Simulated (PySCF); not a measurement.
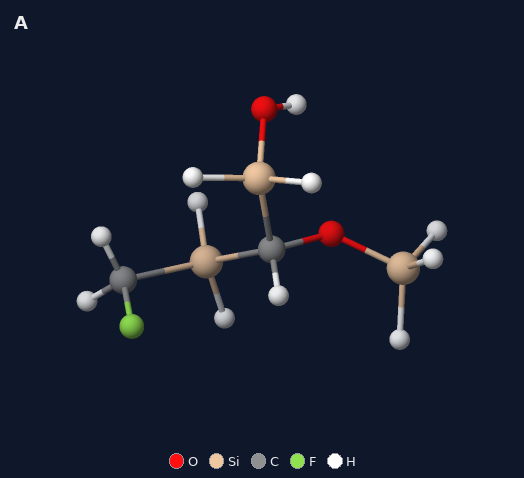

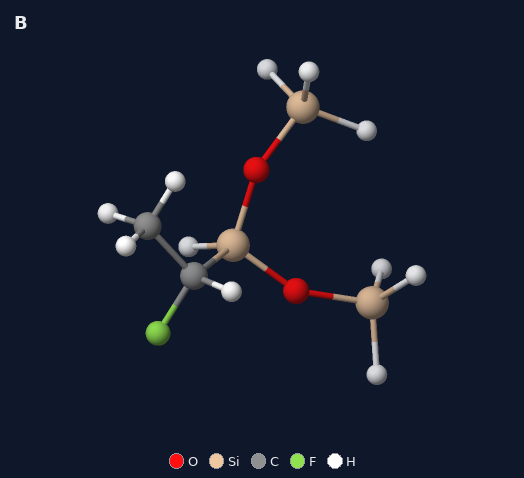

2 stationary structures of one formula. Geometries: GFN2-xTB. Electronic energies: PBE0/pcSseg-1 (PySCF 2.14.0), without zero-point energy. No frequency run is at hand to confirm each as a minimum. Each is one conformer, not always the lowest.

> Which is lowest in energy, and by how much?

B is lowest; A lies 70.7 kcal/mol above it. A is `O[SiH2][C@H](O[SiH3])[SiH2]CF`, B is `C[C@@H](F)[SiH](O[SiH3])O[SiH3]`.

The geometry is semi-empirical. Around Si such bond lengths and angles can be off by a tenth of an ångström or more and by several degrees, and values that hang on the shape move with them.
